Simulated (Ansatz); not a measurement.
Consider TaGe$_{2}$ in the fluorite structure (space group Fm-3m, No. 225; a = 6.2763 Å; a hypothetical phase, not in the database extracts checked; relaxed with 0.1 eV smearing). Axes: x, y, z lie along the cube axes.

Structures relaxed with Kohn–Sham DFT with the PBE functional, run in Ansatz (a first-principles code) with PAW and 420 eV plane waves, scalar-relativistic without spin-orbit coupling.

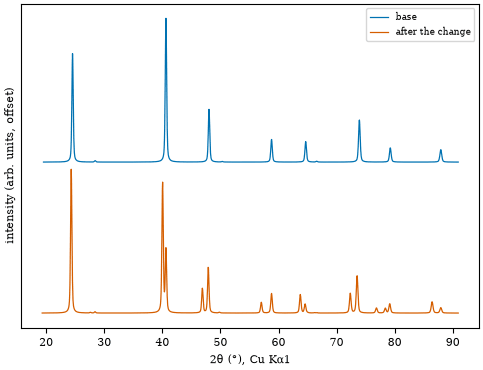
Simulated powder patterns before (top) and after one change

Problem. Which of these changes matches the shifts?
(A) uniaxial strain ε_xx = −1.38 %
(B) isotropic strain −2.24 %
(C) uniaxial strain ε_zz = +2.82 %
(D) uniaxial strain ε_yy = −3.20 %

Solution. C, uniaxial strain ε_zz = +2.82 %. Its volume per atom is 21.18 Å³ against 20.60 Å³, and its space group is I4/mmm (No. 139).

Whether these cells are dynamically stable was not tested. The final runs are not spin-polarised. TaGe2 has a high density of states at the Fermi level and may be magnetic at this level.
